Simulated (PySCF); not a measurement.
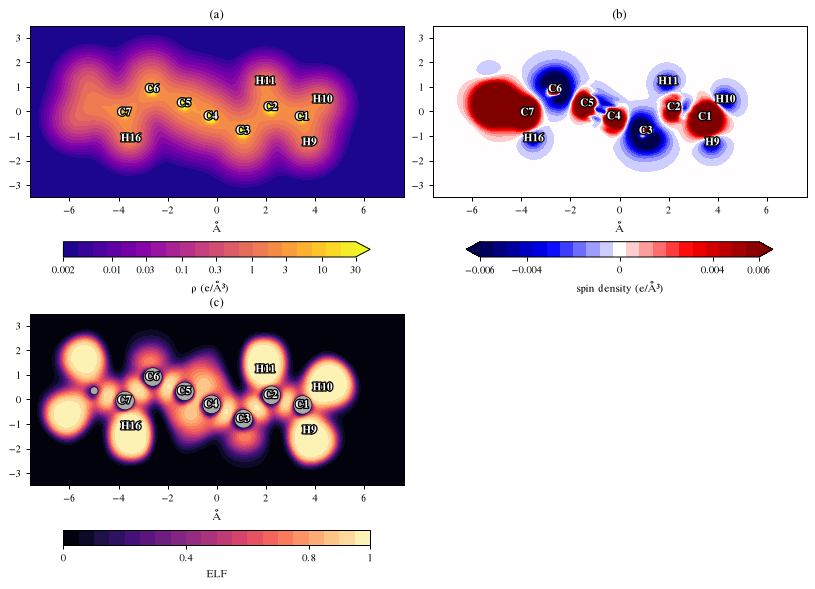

Figure. C$_{8}$H$_{10}$ (SMILES C=CCC#CC[CH][CH2+]) (charge +1, doublet). (a) total electron density; (b) spin density (α minus β); (c) electron localisation function on the plane of atoms C2, C3 and C4. Grey discs cover the atomic cores in the ELF map.

Geometry: GFN2-xTB.

Level of theory: PySCF 2.14.0, density-fitted response routines, UKS B3LYP, pcH-1 on C H, non-relativistic, mean-field spin-orbit, GIAO.

Input

```
{"job": {"kind": "epr", "basis": "pcH-1"}, "charge": 1, "multiplicity": 2}
C     -4.114368     1.107784     0.468988
C     -2.779161     1.050668     0.519130
C     -1.981058     0.238829    -0.439699
C     -0.577103     0.187845    -0.182185
C      0.608748     0.159127     0.070674
C      2.009825     0.089194     0.339593
C      2.786032    -0.822510    -0.544747
C      4.064650    -1.132451    -0.304708
H     -4.682674     0.567880    -0.271721
H     -4.677780     1.696667     1.171856
H     -2.231977     1.604369     1.269237
H     -2.377875    -0.786456    -0.492720
H     -2.132874     0.629891    -1.459147
H      2.167892    -0.173716     1.396031
H      2.426884     1.107085     0.257476
H      2.270755    -1.230613    -1.403377
H      4.599998    -0.735786     0.543436
H      4.611326    -1.798144    -0.949774
```

Launched as:

```sh
OMP_NUM_THREADS=1 python probes_run.py task.json out
```

> Describe what can be read from this map.

The section cuts through C and H sites. C–C (1.21 Å): the density is about 2.6 e/Å³ at the midpoint; the ELF peaks at about 0.90 between the atoms; a multiple bond. C–H (1.08 Å): ρ at the midpoint is about 2.1 e/Å³; the ELF climbs to about 1 towards the hydrogen, as it does in any bond to H; an ordinary covalent bond to hydrogen. C–C (1.34 Å): ρ is about 2.2 e/Å³ halfway; the ELF peaks at about 0.95 between the atoms (a multiple bond). The unpaired spin (1 electron) lies mostly on C1 (about 0.1), C8 (about 0.1), C5 (about 0.1), C4 (about 0.1), C7 (about 0.1) and C2 (about 0.1), in electrons by Hirshfeld's partition.
